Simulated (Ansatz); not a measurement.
The reference is Se (space group P3_121, No. 152; a = 4.507 Å, c = 4.989 Å; made of chains). Axes: x lies along a and z along c of the hexagonal cell.

One thing is altered: tensile biaxial strain of 0.86 % in the plane normal to [001], as in epitaxy on a mismatched substrate; the out-of-plane cell vector and the atoms relax.

All numbers come from r2SCAN (Ansatz, an electronic-structure program, PAW, no SOC), earlier PAW set.

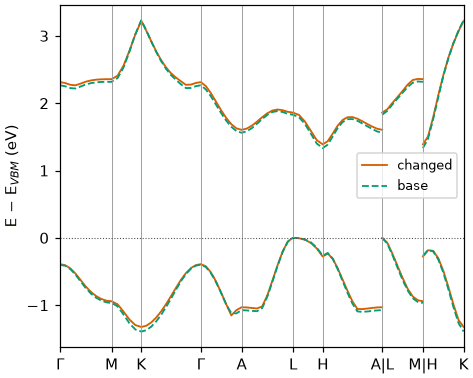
Figure: Highest valence and lowest conduction band along the path, each from its own valence-band maximum

The gap is 1.39 eV, indirect, L → H; the base has 1.33 eV.

Whether these cells are dynamically stable was not tested. No dispersion term is included, though the crystal is made of layers, chains or molecules, so its spacings can come out too wide.
